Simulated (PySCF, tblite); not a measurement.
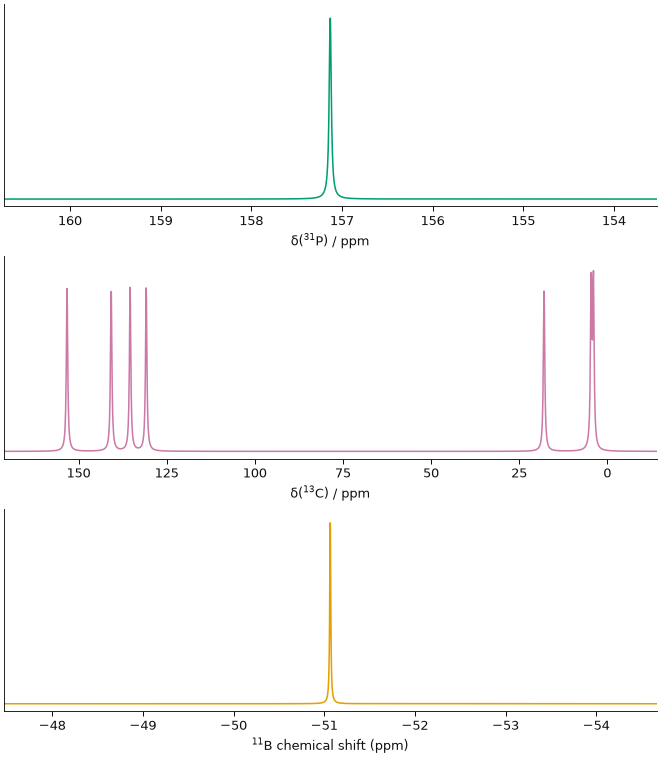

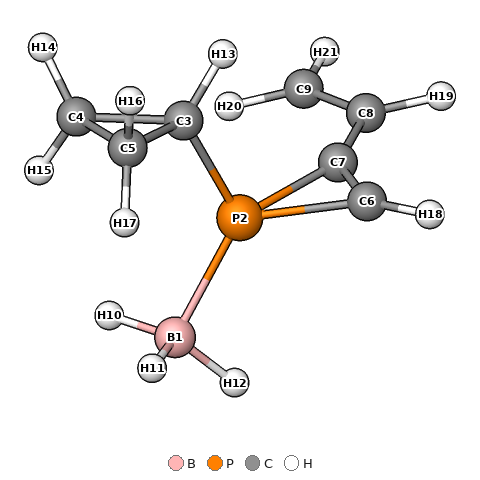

Spectrum and numbered structure of C₇H₁₂BP, SMILES [BH3-][P@@+]1(C2CC2)C=C1C=C. GIAO shifts, PBE0/pcSseg-1 with PySCF, at a GFN2-xTB geometry (a minimum by its frequencies), against PH₃ for ³¹P, TMS for ¹³C and BF₃.OEt₂ for ¹¹B computed at the same level (³¹P: the usual scale starts at 85 % H₃PO₄ instead). Gas phase, fully decoupled, line heights follow the number of nuclei, widths are arbitrary (no quadrupolar broadening); values of one conformer, averaged over methyl-type rotors and exact or near symmetry; other conformers aren't averaged in.

Where does the ³¹P line lie?

At 157.1 ppm (P2).

Assign the ¹³C signals to the numbered atoms.

| δ (ppm) | nuclei | atoms |
| --- | --- | --- |
| 153.3 | 1 | C7 |
| 140.7 | 1 | C9 |
| 135.4 | 1 | C6 |
| 130.8 | 1 | C8 |
| 17.9 | 1 | C3 |
| 4.6 | 1 | C4 |
| 3.9 | 1 | C5 |

The order of signals that lie close, as those under 2 ppm apart, is within the error of the method.

Where does the ¹¹B line lie?

At −51.1 ppm (B1).

Known limits of this run: the tight-binding geometry is rougher than a DFT one and adds to the error.
